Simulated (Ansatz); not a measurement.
Run report: AlH$_{2}$Cl$_{2}$F, frequency calculation

System: AlH$_{2}$Cl$_{2}$F.
Method: RKS PBE-D4/def2-SVP (Ansatz 0.2.0).

It belongs to a series of runs on one base structure; here: vibrations at the highest image of the band. Figures and captions count atoms from 1; the log counts them from 0 in places.

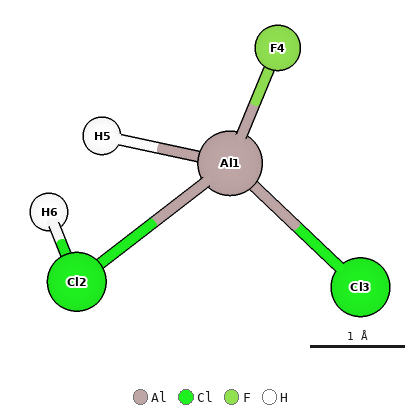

*The input geometry (ball-and-stick view, seen at a tilt; atoms are numbered from 1 in the order of the input). Sticks mark near contacts.*

Bond lengths as drawn: Al–Cl 2.10 to 2.46 Å, Al–F 1.67 Å, Al–H 1.64 Å and Cl–H 1.41 Å.

Input file
```yaml
crystal:
  periodic: [false, false, false]
  atoms:
    - { symbol: Al, position_ang: [0.134265, -0.458239, -0.120527] }
    - { symbol: Cl, position_ang: [0.123393, 0.100718, 2.275377] }
    - { symbol: Cl, position_ang: [1.845101, 0.369442, -1.017127] }
    - { symbol: F, position_ang: [-1.389411, -0.047676, -0.680641] }
    - { symbol: H, position_ang: [0.264478, -1.949264, 0.552655] }
    - { symbol: H, position_ang: [0.214375, -1.202481, 1.755262] }
basis:
  gaussian: { orbitals: def2-SVP }
hamiltonian:
  xc: pbe
  dispersion: d4
phonons: {}
```

Machine: 1 thread of Arm Neoverse V2, 24 GiB of memory available, shared host.

Launch command:
```bash
ansatz run input.yaml --threads 1 --pin off --max-ram 2048MiB --backend cpu --events-out ev --progress --plain --runs-dir out
```

What the program printed
```
Engine: ansatz 0.2.0, aarch64-unknown-linux-gnu
Functional definition: PBE
  parameter kappa = 0.804
  parameter beta = 0.06672455060314922
  exchange = pbe_x(kappa = kappa, mu = beta*pi^2/3)
  correlation = pbe_c(beta = beta)
847 factors; their error is unknown
mean field evaluation 1: about -34364.0889 eV, gradient 3.9e1 eV
mean field evaluation 2: about -34349.3061 eV, gradient 1.0e2 eV
mean field evaluation 4: about -34366.6990 eV, gradient 4.2e0 eV
mean field evaluation 8: about -34366.7463 eV, gradient 5.0e-2 eV
mean field evaluation 16: about -34366.6949 eV, gradient 4.1e-5 eV
mean field -34366.69492336 eV, -1262.9527438508 hartree, gradient 4.1e-5 eV, S^2 0.000000; 0 other end points of the search recorded, 0 dependent functions left out
the calculation of the forces begins
reference -34366.69495951 eV, -1262.9527451795 hartree; 29, 29 occupied and 49, 49 virtual orbitals, 847 factors
these checks for a lower state are left out or cut short: stability, starts, cluster_reference, orbital_swaps, neighbouring_geometries, increment
847 factors; their error is unknown
mean field -34366.69478881 eV, -1262.9527389065 hartree, gradient 1.4e-6 eV, S^2 0.000000; 0 other end points of the search recorded, 0 dependent functions left out
[... from here on the field's lines of each further geometry are left out, up to the last ...]
the calculation of the forces begins
reference -34366.69496145 eV, -1262.9527452509 hartree; 29, 29 occupied and 49, 49 virtual orbitals, 847 factors
these checks for a lower state are left out or cut short: stability, starts, cluster_reference, orbital_swaps, neighbouring_geometries, increment
847 factors; their error is unknown
mean field -34366.69491377 eV, -1262.9527434986 hartree, gradient 9.8e-7 eV, S^2 0.000000; 0 other end points of the search recorded, 0 dependent functions left out
the calculation of the forces begins
reference -34366.69494993 eV, -1262.9527448273 hartree; 29, 29 occupied and 49, 49 virtual orbitals, 847 factors
WARN: phonons: modes at or below zero, which the zero-point energy, F, S and C_V leave out: 1, the lowest at -344.92 cm⁻¹. A minimum has none, and a first-order saddle one
Total energy: -34366.83139262 eV, -1262.9577590039 hartree
Atom 0 at     0.134265    -0.458239    -0.120527 Å, force    -0.009174     0.001454    -0.009741 eV/Å
Atom 1 at     0.123393     0.100718     2.275377 Å, force     0.001950    -0.003823     0.002010 eV/Å
Atom 2 at     1.845101     0.369442    -1.017127 Å, force    -0.005870    -0.001841     0.003553 eV/Å
Atom 3 at    -1.389411    -0.047676    -0.680641 Å, force     0.013949    -0.002975     0.004181 eV/Å
Atom 4 at     0.264478    -1.949264     0.552655 Å, force     0.000627     0.002502     0.001552 eV/Å
Atom 5 at     0.214375    -1.202481     1.755262 Å, force    -0.001482     0.004682    -0.001555 eV/Å
Dipole moment:     0.079705    -0.232979     0.418791 e Å
Vibrations: -344.92 99.31 157.45 217.32 431.07 496.08 547.93 823.94 869.43 944.89 1633.39 1943.14 cm⁻¹, zero-point energy 0.506101 eV
```

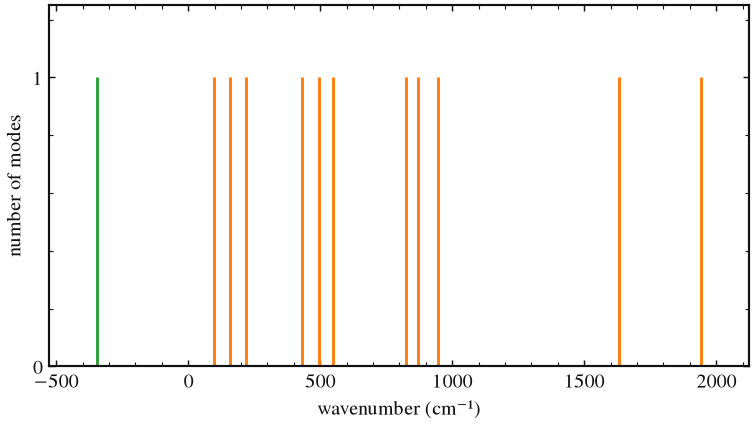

*Harmonic vibrational wavenumbers from the force constants; neighbouring modes closer than 10 cm⁻¹ are counted in one stick, and imaginary ones are drawn at negative wavenumbers.*

12 modes from 345i to 1943 cm⁻¹, 1 imaginary beyond 8i (345i cm⁻¹): a first-order saddle point, if the geometry is stationary.

Results in brief

- outcome: converged
- total energy: −34366.8314 eV
- mean-field energy: −34366.6950 eV
- largest force (length of the vector): 0.015 eV/Å
- wall time: 39 s
- peak memory: 0.11 GiB
